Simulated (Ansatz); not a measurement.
Process, species as SMILES: [C-]#[NH+] (C-NH) → C atom + H atom + N atom
B3LYP-D3(BJ)/def2-TZVP geometries, fixed; electronic energies without zero-point terms.

Basis-set convergence of the atomisation energy at PBE with Ansatz (a program for electronic structure). Cartesian d functions, on some or all atoms, in 6-31G*, 6-31+G*; all else is spherical. The program fits the integrals of some runs and decomposes those of others, by size. Open shells are unrestricted. No added dispersion term, no relativity. Functions are those of the species that has most. Reference: the value in pcseg-4, 311.42 kcal/mol, itself unsure by roughly 0.09 kcal/mol (its mean distance from aug-pcseg-3, aug-cc-pVQZ, cc-pV5Z). Deviations are taken from unrounded values.

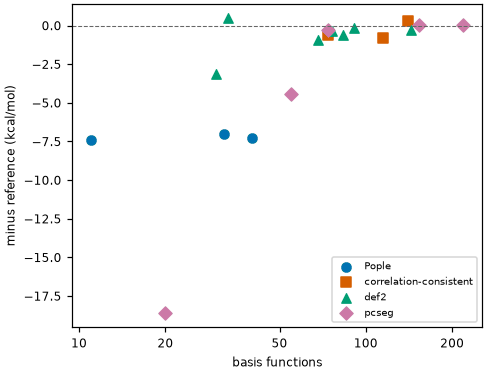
*Deviation from the reference against the number of basis functions, by family of sets.*

```json
[
 {"basis": "STO-3G", "functions": "11", "atomisation energy (kcal/mol)": "303.99", "minus reference (kcal/mol)": "-7.42"},
 {"basis": "pcseg-0", "functions": "20", "atomisation energy (kcal/mol)": "292.84", "minus reference (kcal/mol)": "-18.58"},
 {"basis": "def2-SV(P)", "functions": "30", "atomisation energy (kcal/mol)": "308.28", "minus reference (kcal/mol)": "-3.14"},
 {"basis": "6-31G*", "functions": "32", "atomisation energy (kcal/mol)": "304.43", "minus reference (kcal/mol)": "-6.99"},
 {"basis": "def2-SVP", "functions": "33", "atomisation energy (kcal/mol)": "311.88", "minus reference (kcal/mol)": "0.46"},
 {"basis": "6-31+G*", "functions": "40", "atomisation energy (kcal/mol)": "304.16", "minus reference (kcal/mol)": "-7.26"},
 {"basis": "aug-pcseg-1", "functions": "55", "atomisation energy (kcal/mol)": "307.00", "minus reference (kcal/mol)": "-4.42"},
 {"basis": "def2-TZVP", "functions": "68", "atomisation energy (kcal/mol)": "310.48", "minus reference (kcal/mol)": "-0.94"},
 {"basis": "cc-pVTZ", "functions": "74", "atomisation energy (kcal/mol)": "310.78", "minus reference (kcal/mol)": "-0.63"},
 {"basis": "pcseg-2", "functions": "74", "atomisation energy (kcal/mol)": "311.12", "minus reference (kcal/mol)": "-0.29"},
 {"basis": "def2-TZVPP", "functions": "76", "atomisation energy (kcal/mol)": "311.07", "minus reference (kcal/mol)": "-0.35"},
 {"basis": "def2-TZVPD", "functions": "83", "atomisation energy (kcal/mol)": "310.82", "minus reference (kcal/mol)": "-0.60"},
 {"basis": "def2-TZVPPD", "functions": "91", "atomisation energy (kcal/mol)": "311.25", "minus reference (kcal/mol)": "-0.17"},
 {"basis": "aug-cc-pVTZ", "functions": "115", "atomisation energy (kcal/mol)": "310.58", "minus reference (kcal/mol)": "-0.84"},
 {"basis": "cc-pVQZ", "functions": "140", "atomisation energy (kcal/mol)": "311.70", "minus reference (kcal/mol)": "0.29"},
 {"basis": "def2-QZVPP", "functions": "144", "atomisation energy (kcal/mol)": "311.15", "minus reference (kcal/mol)": "-0.27"},
 {"basis": "pcseg-3", "functions": "153", "atomisation energy (kcal/mol)": "311.42", "minus reference (kcal/mol)": "0.01"},
 {"basis": "aug-pcseg-3", "functions": "219", "atomisation energy (kcal/mol)": "311.45", "minus reference (kcal/mol)": "0.03"}
]
```
